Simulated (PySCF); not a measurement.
C6H11FSi

```csv
atom,x (Å),y (Å),z (Å)
C,2.7649,-0.7692,0.5572
Si,1.8914,0.5904,-0.4354
C,0.0300,0.3187,-0.3688
C,-0.7830,-0.0925,-1.3354
C,-2.2167,-0.1990,-0.9140
C,-2.1499,-0.0400,0.6118
C,-0.7678,0.5675,0.8863
F,-0.1844,-0.0226,1.9960
H,3.8310,-0.5762,0.6334
H,2.6369,-1.7417,0.0888
H,2.3637,-0.8332,1.5646
H,2.2904,0.5529,-1.8481
H,2.1797,1.9147,0.1333
H,-0.4812,-0.3148,-2.3448
H,-2.6640,-1.1459,-1.2195
H,-2.8012,0.6044,-1.3709
H,-2.1862,-1.0154,1.0982
H,-2.9575,0.5717,1.0081
H,-0.8059,1.6395,1.1234
```

Geometry: GFN2-xTB.

Level of theory: PySCF, PBE0/pcSseg-1, SCF density, gas phase, non-relativistic.

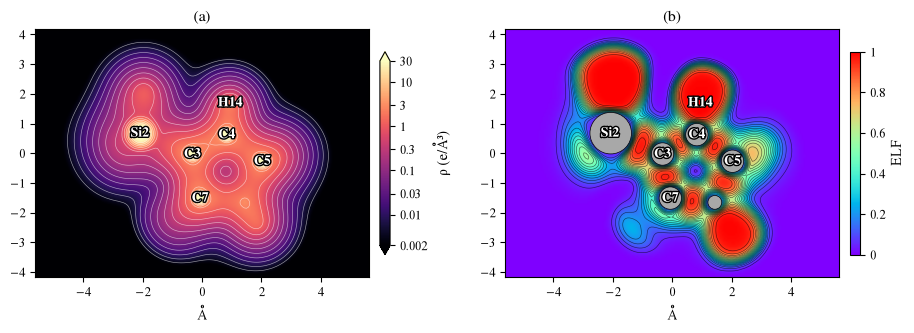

Figure 1. (a) total electron density; (b) electron localisation function on the plane of atoms Si2, C3 and C7. Grey discs cover the atomic cores in the ELF map.

What do the fields say about this system?

The section cuts through Si, C and H sites. C–C (1.33 Å): the density is about 2.3 e/Å³ at the midpoint; the ELF peaks at about 0.90 between the atoms: a multiple bond. C–Si (1.88 Å): ρ is about 0.93 e/Å³ halfway; the ELF peaks at about 0.95 between the atoms; a shared electron pair. C–H (1.08 Å): the density is about 2.1 e/Å³ at the midpoint; the ELF climbs to about 1 towards the hydrogen, as it does in any bond to H; a covalent bond by its length. C–C (1.50 Å): the density is about 1.7 e/Å³ at the midpoint; the ELF peaks at about 0.95 between the atoms, as expected for a covalent bond.

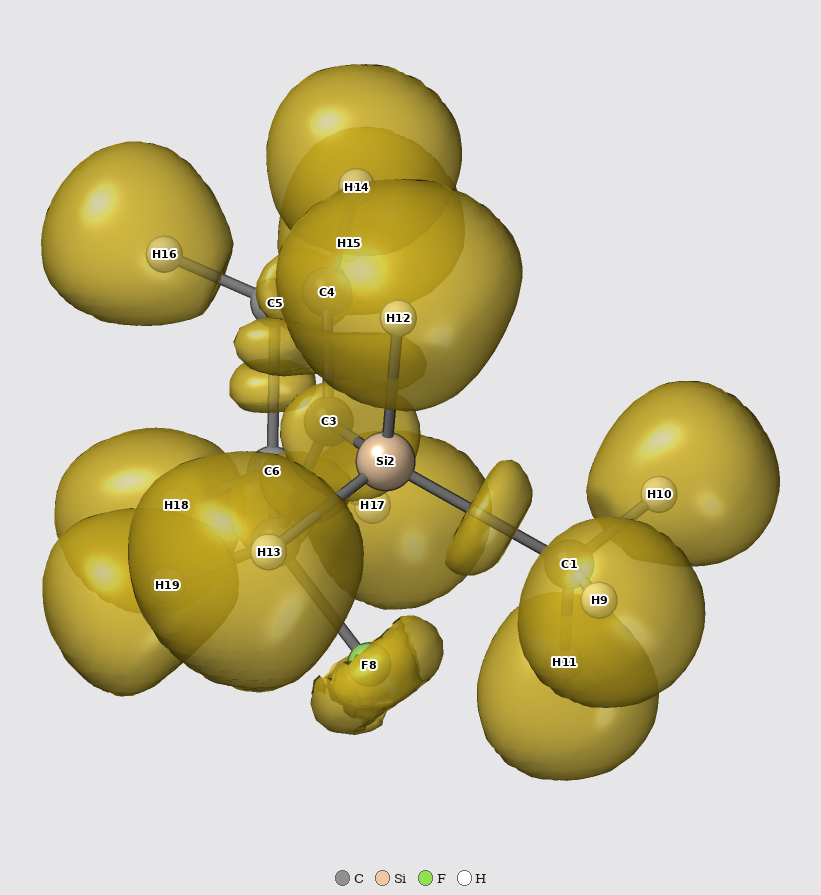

Figure 2. Isosurface of the ELF at 0.85 (yellow), seen at an oblique angle. Core shells and regions of very low density are left out.

What do the ELF domains correspond to?

At this value the surface marks out five regions between bonded C–C atoms (shared pairs), two regions between bonded C–Si atoms (shared pairs), eleven regions around hydrogen nuclei and one region wrapped around F (its lone pairs, merged into a ring or cap). Profiles from the grid: C–F (1.39 Å): the ELF peaks at about 0.85 between the atoms (a polar covalent bond).

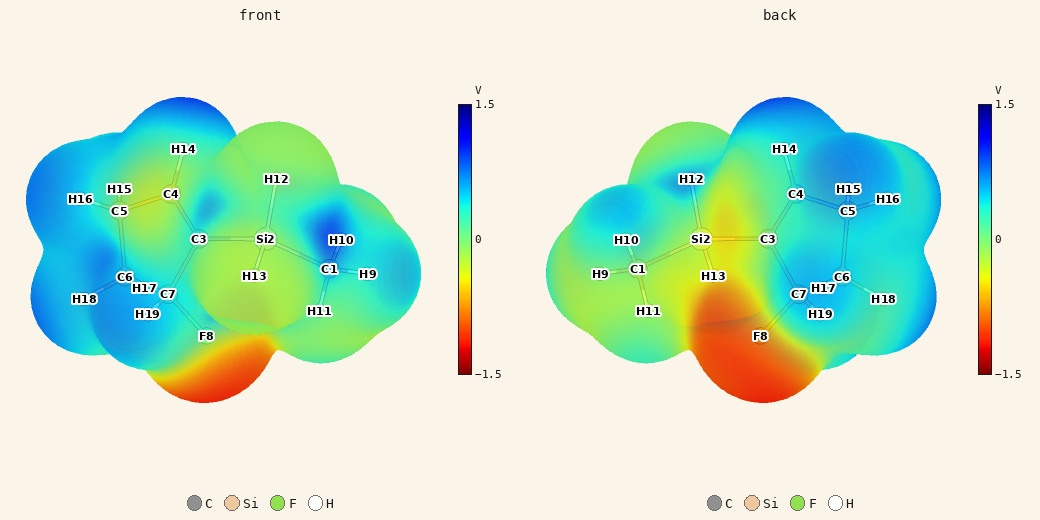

Figure 3. The molecular electrostatic potential painted on the density surface at 0.002 e/bohr³, seen from the front and from behind; the colour scale runs from red (negative) to blue (positive).

Where is the surface potential most negative and most positive?

The most negative region (about −1.1 V) lies over F8, the most positive (about +0.9 V) over Si2 and H14.
